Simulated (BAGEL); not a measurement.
**C2H5BO (SMILES B/C=C/O): B3LYP/6-31G(d) (density fitting with qzvpp-jkfit, spherical functions)**

Aim: the energy change on altering one bond length of C2H5BO at B3LYP/6-31G* (density fitting with qzvpp-jkfit, spherical functions), from 2 runs. 

The calculation is run with BAGEL 1.2.2.

**1. The structure to begin with**

The species is C2H5BO (9 atoms), meant as a singlet with charge 0. As SMILES, `B/C=C/O`. The shape is that of a PBE0-D4/def2-TZVP optimisation. This is a higher conformer, about 8 kJ/mol above the lowest found by a separate search.

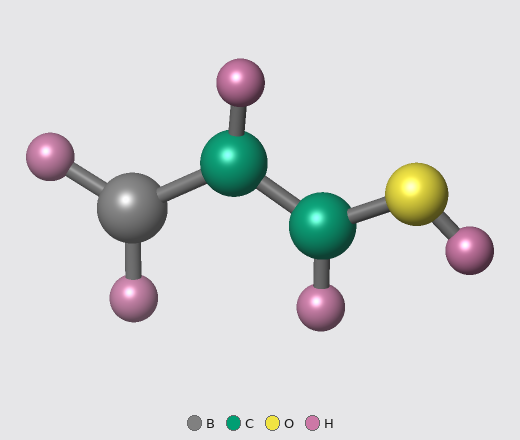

The structure, seen from a chosen angle (boron grey, carbon teal, oxygen yellow, hydrogen pink).

**2. A single-point energy at B3LYP/6-31G(d) (density fitting with qzvpp-jkfit, spherical functions)**

Input file input.json:

```json
{ "bagel" : [

{
  "title" : "molecule",
  "basis" : "6-31gs.json",
  "df_basis" : "qzvpp-jkfit",
  "angstrom" : "true",
  "geometry" : [
    { "atom" : "B", "xyz" : [      -0.282800,       0.909000,      -1.314600 ] },
    { "atom" : "C", "xyz" : [       0.540200,       0.034200,      -0.399500 ] },
    { "atom" : "C", "xyz" : [      -0.034800,      -0.431600,       0.724200 ] },
    { "atom" : "O", "xyz" : [       0.600200,      -1.212400,       1.603600 ] },
    { "atom" : "H", "xyz" : [       0.160100,       1.360100,      -2.331100 ] },
    { "atom" : "H", "xyz" : [      -1.418300,       1.160500,      -1.013000 ] },
    { "atom" : "H", "xyz" : [       1.573400,      -0.248500,      -0.585700 ] },
    { "atom" : "H", "xyz" : [      -1.067600,      -0.181900,       0.964200 ] },
    { "atom" : "H", "xyz" : [       0.018100,      -1.435700,       2.334900 ] }
  ]
},

{ "title" : "ks", "xc_func" : "b3lyp" },

{ "title" : "print", "file" : "orbitals.molden", "orbitals" : "true" }

]}
```

The basis set 6-31G* is read from a file made from the Basis Set Exchange's data (not shown).

Command:

```console
BAGEL_NUM_THREADS=1 BAGEL input.json > input.out
```

Standard output:

```text
* using 1 threads per process

  ===============================================================
  ===============================================================

  *** Geometry ***

  { "atom" : "B", "xyz" : [     -0.534415,      1.717761,     -2.484234 ] },
  { "atom" : "C", "xyz" : [      1.020830,      0.064629,     -0.754946 ] },
  { "atom" : "C", "xyz" : [     -0.065762,     -0.815606,      1.368540 ] },
  { "atom" : "O", "xyz" : [      1.134214,     -2.291104,      3.030365 ] },
  { "atom" : "H", "xyz" : [      0.302545,      2.570217,     -4.405141 ] },
  { "atom" : "H", "xyz" : [     -2.680199,      2.193027,     -1.914293 ] },
  { "atom" : "H", "xyz" : [      2.973295,     -0.469597,     -1.106813 ] },
  { "atom" : "H", "xyz" : [     -2.017472,     -0.343741,      1.822074 ] },
  { "atom" : "H", "xyz" : [      0.034204,     -2.713080,      4.412322 ] },

  Number of auxiliary basis functions:      392

  Since a DF basis is specified, we compute 2- and 3-index integrals:
    o Being stored without compression. Storage requirement is 0.014 GB

  Number of basis functions:       66
  Number of electrons      :       30

    * METHOD: MOLECULE                             0.14

  *** Kohn-Sham DFT ***

    * Removing 16117 points whose weight is below 1.00e-10
    * Grid points: 118037

  === Nuclear Repulsion ===
   101.8530822431

       - DIIS with orbital gradients will be used.

  === KS iteration (b3lyp / 6-31gs.json) ===
      0       -148.72369531          0.16283573           0.26
      1       -112.66985683          0.16352068           0.25
      2        -95.93998626          0.21548263           0.25
      3       -165.50850470          0.13879039           0.25
      4       -170.39430592          0.11302785           0.25
      5       -177.14831517          0.05475880           0.25
      6       -178.91337836          0.03234562           0.26
      7       -179.14155905          0.01806183           0.26
      8       -179.23696672          0.00700748           0.26
      9       -179.24606431          0.00513690           0.26
     10       -179.25267719          0.00145875           0.26
     11       -179.25323562          0.00018550           0.26
     12       -179.25323940          0.00015091           0.26
     13       -179.25324709          0.00002462           0.26
     14       -179.25324727          0.00000527           0.26
     15       -179.25324728          0.00000279           0.26
     16       -179.25324728          0.00000160           0.26
     17       -179.25324728          0.00000038           0.26
     18       -179.25324728          0.00000010           0.27
     19       -179.25324728          0.00000011           0.27
     20       -179.25324728          0.00000001           0.26
     21       -179.25324728          0.00000000           0.25
    * SCF iteration converged.

    * Permanent dipole moment:
           (    0.386836,     0.549400,    -1.142388) a.u.

    * METHOD: KS                                   6.25

    * METHOD: PRINT                                0.01

  ===============================================================
```

It took 6.6 s on 1 thread of Arm Neoverse V1, shared host; peak memory 0.36 GiB.

**3. The distorted shape**

Input file input.json:

```json
{ "bagel": [

{
  "title": "molecule",
  "basis": "6-31gs.json",
  "df_basis": "qzvpp-jkfit",
  "angstrom": true,
  "geometry": [
    { "atom": "B", "xyz": [   -1.044806,    1.845967,   -2.369888 ] },
    { "atom": "C", "xyz": [   -0.221806,    0.971167,   -1.454788 ] },
    { "atom": "C", "xyz": [   -0.796806,    0.505367,   -0.331088 ] },
    { "atom": "O", "xyz": [    0.600200,   -1.212400,    1.603600 ] },
    { "atom": "H", "xyz": [   -0.601906,    2.297067,   -3.386388 ] },
    { "atom": "H", "xyz": [   -2.180306,    2.097467,   -2.068288 ] },
    { "atom": "H", "xyz": [    0.811394,    0.688467,   -1.640988 ] },
    { "atom": "H", "xyz": [   -1.829606,    0.755067,   -0.091088 ] },
    { "atom": "H", "xyz": [    0.018100,   -1.435700,    2.334900 ] }
  ]
},
{
  "title": "ks",
  "xc_func": "b3lyp",
  "charge": 0
},
{
  "title": "print",
  "file": "orbitals.molden",
  "orbitals": true
}

]}
```

The basis set 6-31G* is read from a file made from the Basis Set Exchange's data (not shown).

Command:

```console
BAGEL_NUM_THREADS=1 BAGEL input.json > input.out
```

Standard output:

```text
* using 1 threads per process

  ===============================================================
  ===============================================================

  *** Geometry ***

  { "atom" : "B", "xyz" : [     -1.974397,      3.488372,     -4.478439 ] },
  { "atom" : "C", "xyz" : [     -0.419153,      1.835240,     -2.749151 ] },
  { "atom" : "C", "xyz" : [     -1.505745,      0.955005,     -0.625666 ] },
  { "atom" : "O", "xyz" : [      1.134214,     -2.291104,      3.030365 ] },
  { "atom" : "H", "xyz" : [     -1.137437,      4.340828,     -6.399346 ] },
  { "atom" : "H", "xyz" : [     -4.120181,      3.963638,     -3.908498 ] },
  { "atom" : "H", "xyz" : [      1.533312,      1.301014,     -3.101018 ] },
  { "atom" : "H", "xyz" : [     -3.457454,      1.426870,     -0.172131 ] },
  { "atom" : "H", "xyz" : [      0.034204,     -2.713080,      4.412322 ] },

  Number of auxiliary basis functions:      392

  Since a DF basis is specified, we compute 2- and 3-index integrals:
    o Being stored without compression. Storage requirement is 0.014 GB

  Number of basis functions:       66
  Number of electrons      :       30

    * METHOD: MOLECULE                             0.14

  *** Kohn-Sham DFT ***

    * Removing 14279 points whose weight is below 1.00e-10
    * Grid points: 119875

  === Nuclear Repulsion ===
    82.3658812261

       - DIIS with orbital gradients will be used.

  === KS iteration (b3lyp / 6-31gs.json) ===
      0       -153.19767812          0.14839231           0.26
      1       -131.38461729          0.16796332           0.25
      2       -151.46080566          0.15413074           0.25
      3       -168.65013963          0.11030586           0.25
      4       -177.29276657          0.06601313           0.25
      5       -174.44219069          0.06330241           0.25
      6       -178.35512128          0.03744011           0.25
      7       -178.70255839          0.02311498           0.25
      8       -178.87780907          0.01661327           0.25
      9       -179.00628734          0.00724598           0.25
     10       -178.93018482          0.01407857           0.25
     11       -178.74830718          0.02423297           0.25
     12       -179.02788176          0.00301406           0.25
     13       -179.03007431          0.00188873           0.25
     14       -179.02984249          0.00208087           0.25
     15       -179.02972834          0.00214417           0.25
     16       -179.03075928          0.00138423           0.25
     17       -179.03149136          0.00016696           0.25
     18       -179.03150261          0.00001525           0.25
     19       -179.03150269          0.00000688           0.25
     20       -179.03150270          0.00000204           0.25
     21       -179.03150270          0.00000018           0.25
     22       -179.03150270          0.00000009           0.25
     23       -179.03150270          0.00000002           0.26
     24       -179.03150270          0.00000001           0.25
    * SCF iteration converged.

    * Permanent dipole moment:
           (    0.852273,    -0.567838,     0.394251) a.u.

    * METHOD: KS                                   6.83

    * METHOD: PRINT                                0.01

  ===============================================================
```

Wall time 7.2 s (1 thread of Arm Neoverse V1, shared host); peak memory 0.36 GiB.

**4. Results**

Level: B3LYP/6-31G* (density fitting with qzvpp-jkfit, spherical functions).

```
                                                         quantity          value
                                        first shape: total energy  -179.25325 Eh
                                       first shape: dipole moment         3.37 D
                                         first shape: HOMO energy       -6.89 eV
                                         first shape: LUMO energy       -1.18 eV
                                       first shape: HOMO–LUMO gap        5.71 eV
                                    distorted shape: total energy  -179.03150 Eh
                                   distorted shape: dipole moment         2.79 D
                                     distorted shape: HOMO energy       -6.80 eV
                                     distorted shape: LUMO energy       -4.68 eV
                                   distorted shape: HOMO–LUMO gap        2.11 eV
energy change with the C3–O4 bond stretched from 1.336 to 2.940 Å       6.034 eV
```

With the C3–O4 bond stretched from 1.336 to 2.940 Å the energy rises by 6.03 eV (139 kcal/mol). The first shape isn't relaxed at this level, so the change isn't measured from a minimum. A restricted reference can't describe the breaking bond well at this length.
